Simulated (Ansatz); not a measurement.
BrFGe···HNO (SMILES [F][Ge-2][Br].[NH+]#[O+])

```yaml
atoms:
  - { symbol: Br, position_ang: [0.1804, 1.6122, 2.0416] }
  - { symbol: F, position_ang: [-1.9398, -0.7830, 2.3568] }
  - { symbol: Ge, position_ang: [-0.1425, -0.7285, 2.5057] }
  - { symbol: N, position_ang: [-1.5029, -1.2047, -0.2757] }
  - { symbol: O, position_ang: [-0.3666, -1.1627, 0.1523] }
  - { symbol: H, position_ang: [-2.1481, -1.0220, 0.5437] }
```

Geometry: B3LYP/6-31G*.

Method: isolated molecule in a Gaussian basis; Kohn-Sham density functional theory, functional PBE0 in Ansatz.

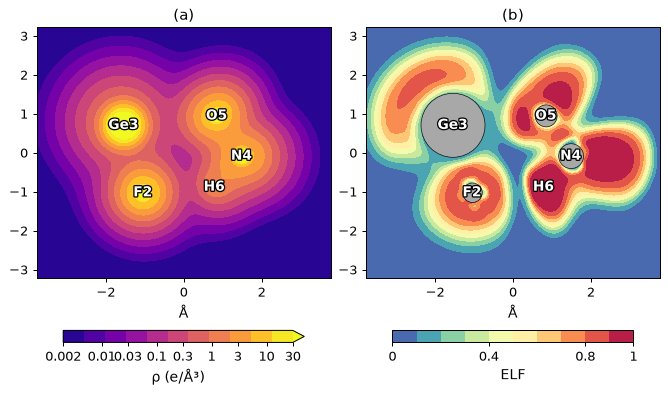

Figure 1. (a) electron density; (b) electron localisation function on the plane of atoms O5, N4 and H6. Grey discs cover the atomic cores in the ELF map.

**Interpret the plot.**

- The plane passes through F, Ge, N, O and H nuclei.
- Ge3···O5 (2.40 Å): the density falls to about 0.27 e/Å³ on the way; the ELF peaks at about 0.95 in the valence shell of O, 0.6 Å from its nucleus, and is about 0.25 at the midpoint.
- N–O (1.21 Å): the density is about 3.5 e/Å³ at the midpoint; the ELF peaks at about 0.85 between the atoms, as expected for a covalent bond.
- Ge–F (1.80 Å): ρ at the midpoint is about 0.82 e/Å³; the ELF peaks at about 0.85 in the valence shell of F, 0.6 Å from its nucleus, and is about 0.20 at the midpoint.
- N–H (1.06 Å): the density is about 2.9 e/Å³ at the midpoint; the ELF climbs to about 1 towards the hydrogen, as it does in any bond to H; a covalent bond by its length.
- The ELF also peaks beside F2, N4, O5 and Ge3, away from the bonds: lone-pair regions.

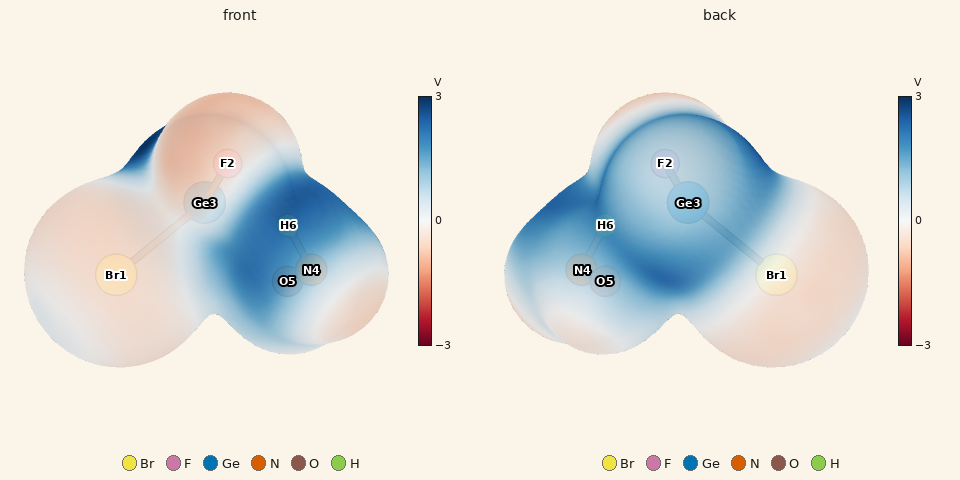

Figure 2. The molecular electrostatic potential painted on the density surface at 0.004 e/bohr³, seen from the front and from behind; red is negative and blue positive.

**Which sites attract a positive test charge, and which a negative one?**

A positive charge is drawn to the negative regions and a negative charge to the positive ones. The most negative region (about −0.9 V, or −21 kcal/mol for a unit charge) lies over F2, the most positive (about +2.9 V, or +67 kcal/mol for a unit charge) over Ge3. Br1 shows a σ-hole: about +0.2 V at the tip opposite its bond, against about −0.4 V, or −9 kcal/mol for a unit charge on its flanks.

**What dipole moment does the calculation give?**

Its dipole moment is 2.21 D.

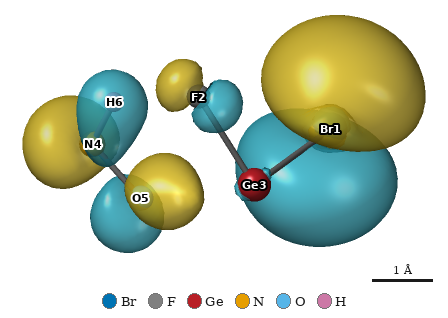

Figure 3. The HOMO−1 at ±0.08 Å⁻³ᐟ² (yellow and cyan are the two phases), seen at an oblique angle.

**What is the character of this orbital?**

It lies mainly on Br1 (about 75 %), N4 (about 10 %) and O5 (about 10 %); largely a lone pair of Br1. Its energy is −8.32 eV.
